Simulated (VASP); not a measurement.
Band structure of FeSi (B20). Method: PBEsol GGA, VASP's PBE PAW potentials (set 64) (plane waves; VASP).

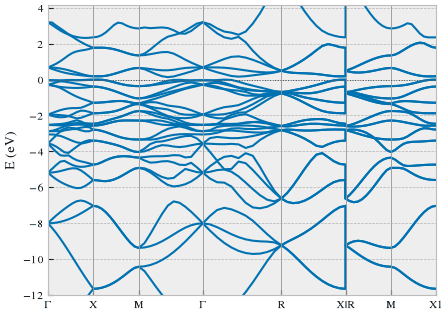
Figure: Bands along high-symmetry lines, zero at the valence-band maximum or, without a gap, the Fermi level

Q: Read the plot: is there a gap, and where are the band edges?

A: The gap is indirect, 0.14 eV, from the valence maximum at Γ-R at 0.27 to the conduction minimum at M-Γ at 0.45. (Edges off the drawn lines would not show.)

Measured: gap 0.05 eV (computed value off by +0.09 eV), as given by Jan M Tomczak, Journal of Physics Condensed Matter (2018), arXiv:1802.07220.

The compound is FeSi in the B20 structure. It was relaxed first, which changed the volume by -6 %. The run is not spin-polarised, so no magnetic state was tried.
